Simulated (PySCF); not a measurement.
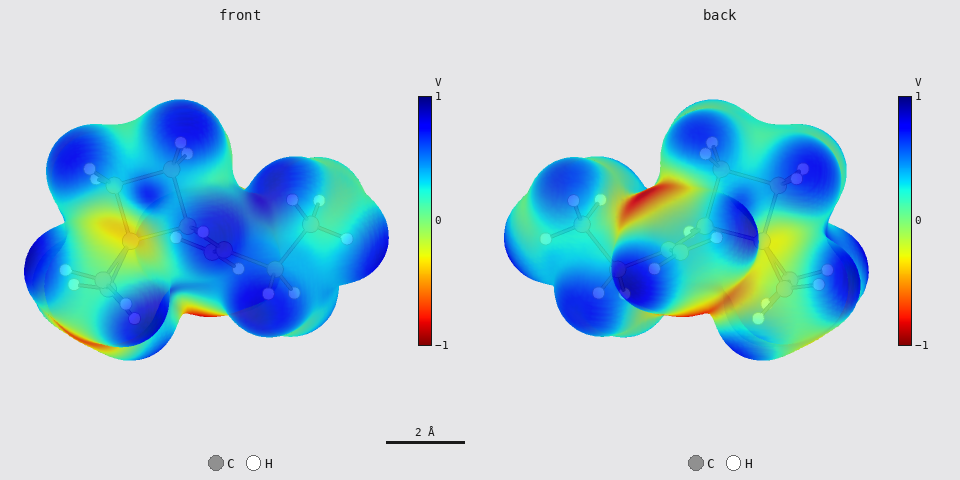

*C$_{10}$H$_{16}$. The molecular electrostatic potential painted on the density surface at 0.004 e/bohr³, seen from the front and from behind; red is negative and blue positive.*

Geometry: GFN2-xTB.

Level of theory: PBE0/pcSseg-1, SCF density, gas phase, non-relativistic in PySCF.

Input file:

```
{"job": {"kind": "nmr", "xc": "PBE0", "basis": "pcSseg-1"}, "charge": 0, "multiplicity": 1}
C      0.566512    -0.819828    -1.707855
C      0.863312    -0.503368    -0.456251
C      2.128642    -0.977809     0.202463
C      3.132242     0.166506     0.350797
C     -0.025201     0.381568     0.368622
C     -0.322857     1.782670    -0.223092
C     -1.828422     1.472426    -0.248957
C     -1.528256     0.096174     0.318461
C     -2.322104    -0.635981     1.350437
C     -2.195560    -1.189791    -0.040161
H     -0.331884    -0.470955    -2.186835
H      1.209962    -1.446923    -2.301865
H      1.896415    -1.384328     1.190582
H      2.578010    -1.773898    -0.393648
H      4.032655    -0.180110     0.853286
H      3.407657     0.551718    -0.628372
H      2.704996     0.982253     0.929345
H      0.347580     0.429347     1.394394
H     -0.042504     2.609675     0.425793
H      0.117534     1.935957    -1.205482
H     -2.434185     2.105383     0.399162
H     -2.273059     1.462293    -1.243635
H     -3.273078    -0.222593     1.653815
H     -1.790178    -1.134747     2.147436
H     -1.578288    -2.062692    -0.190163
H     -3.060984    -1.150335    -0.685313
```

Launched as:

```sh
OMP_NUM_THREADS=1 python probes_run.py task.json out
```

### Which sites attract a positive test charge, and which a negative one?

A positive charge is drawn to the negative regions and a negative charge to the positive ones. The most negative region (about −0.8 V) lies over the π face of C1 and C2, the most positive (about +0.9 V) over the H atoms.

### What dipole moment does the calculation give?

Its dipole moment is 0.44 D.
